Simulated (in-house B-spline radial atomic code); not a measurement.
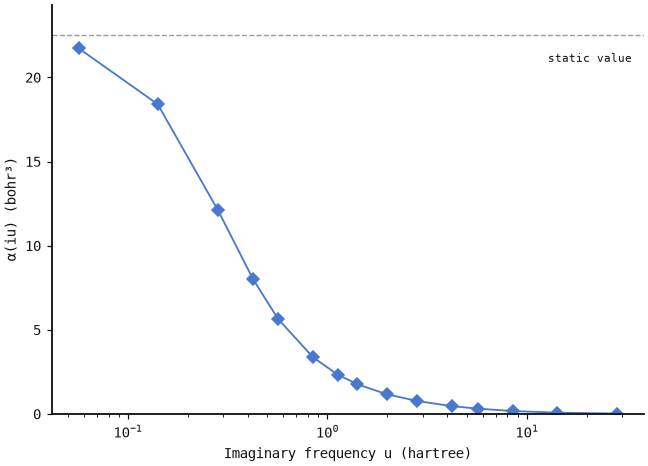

Dipole polarisability at imaginary frequency of Ga⁺, [Ar] 3d¹⁰ 4s². Relativistic RPA on Dirac–Hartree–Fock, no-pair Dirac–Coulomb, finite nucleus, computed with a B-spline radial code. Speed of light scaled by 100.

Q: Give the static polarisability, its fall-off and C₆.

A: The static dipole polarisability is 22.5 bohr³; α(iu) falls to half of it near u = 0.31 hartree. The Casimir–Polder integral gives C₆ = 122 hartree bohr⁶ for two such species.

Caveat: RPA puts the weak triplet-like excitations of an outer s2 shell too low.
